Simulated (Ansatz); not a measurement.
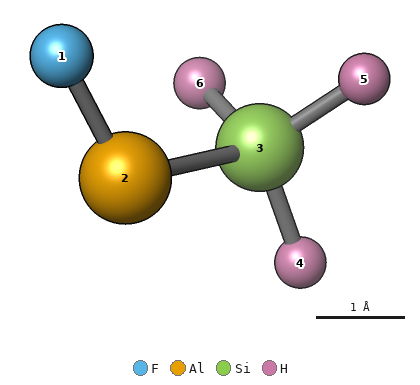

Fig. 1: The structure as given in the input (ball-and-stick view, seen at a tilt; atoms are numbered from 1 in the order of the input). Sticks mark near contacts.

# Single-point calculation of AlSiH3F

The run: single-point calculation of AlSiH3F, multiplicity 2. Method and program: UKS PBE0-D4/def2-TZVPP (Ansatz 0.2.0).

The geometry comes from this level: PBE0-D4/def2-TZVP.

The program's output
```
Functional definition: PBE0
  name "PBE0"
  cite "Adamo & Barone, J. Chem. Phys. 110, 6158 (1999) doi:10.1063/1.478522"
  cite "Perdew, Burke & Ernzerhof, Phys. Rev. Lett. 77, 3865 (1996) doi:10.1103/PhysRevLett.77.3865"
  parent pbe
  parameter a = 0.25
  parameter kappa = 0.804
  parameter beta = 0.06672455060314922
  exchange = (1 - a)*pbe_x(kappa = kappa, mu = beta*pi^2/3) + a*exact_x
  correlation = pbe_c(beta = beta)
924 factors; their error is unknown
mean field evaluation 1: about -17230.6581 eV, gradient 2.8e1 eV
mean field evaluation 2: about -17223.5895 eV, gradient 5.7e1 eV
mean field evaluation 4: about -17233.5430 eV, gradient 1.7e0 eV
mean field evaluation 8: about -17233.5602 eV, gradient 6.2e-2 eV
mean field evaluation 16: about -17233.5962 eV, gradient 1.9e-4 eV
mean field -17233.59619984 eV, -633.3229789930 hartree, gradient 4.0e-5 eV, S^2 0.754997; 0 other end points of the search recorded, 0 dependent functions left out
reference -17233.59623206 eV, -633.3229801773 hartree; 20, 19 occupied and 137, 138 virtual orbitals, 924 factors
Total energy: -17233.68487811 eV, -633.3262378593 hartree
```

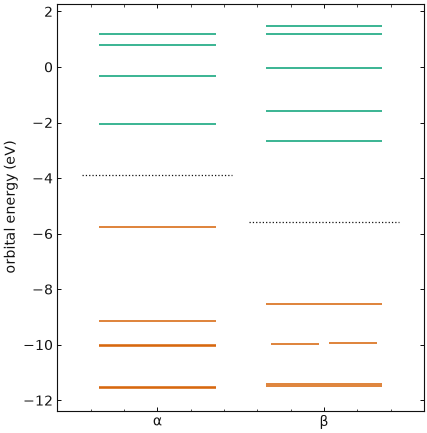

Fig. 2: Orbital energies near the frontier for α and β spins; the dotted line parts filled from empty levels, and levels within 0.02 eV of each other stand side by side. α: highest filled −5.74 eV, lowest empty −2.04 eV, 3.70 eV apart; β: highest filled −8.54 eV, lowest empty −2.66 eV, 5.88 eV apart.

This output came from the following input.

The input
```yaml
crystal:
  periodic: [false, false, false]
  atoms:
    - {symbol: F, position_ang: [0.403008, -0.710973, 2.397380]}
    - {symbol: Al, position_ang: [-0.344253, -1.120611, 0.972483]}
    - {symbol: Si, position_ang: [-0.498274, 0.768783, -0.669840]}
    - {symbol: H, position_ang: [-1.333721, 0.367302, -1.834124]}
    - {symbol: H, position_ang: [0.863448, 1.115502, -1.166774]}
    - {symbol: H, position_ang: [-1.103724, 1.977601, -0.043513]}
basis:
  gaussian: {orbitals: def2-TZVPP}
magnetization: {spin_polarized: true, initial_magnetization: 1}
hamiltonian: {xc: pbe0, dispersion: d4}
output: {orbitals: {seedname: orbitals}}
```

Launched with:
```bash
ansatz run in.yaml --threads 2 --pin off --events-out ev --progress --plain --max-ram 4352MiB
```

Summary

- outcome: converged
- total energy: −17233.6849 eV
- mean-field energy: −17233.5962 eV
- dispersion energy: −0.0886 eV
- ⟨S²⟩: 0.755
- SCF solution under orbital rotations: stable
- HOMO (either spin): −5.74 eV
- LUMO (either spin): −2.66 eV
- hardware: 2 threads of Intel Xeon @ 2.50GHz, 11 GiB of memory available, shared host
- wall time: 5.5 s (CPU time 10 s)
- peak memory: 0.38 GiB
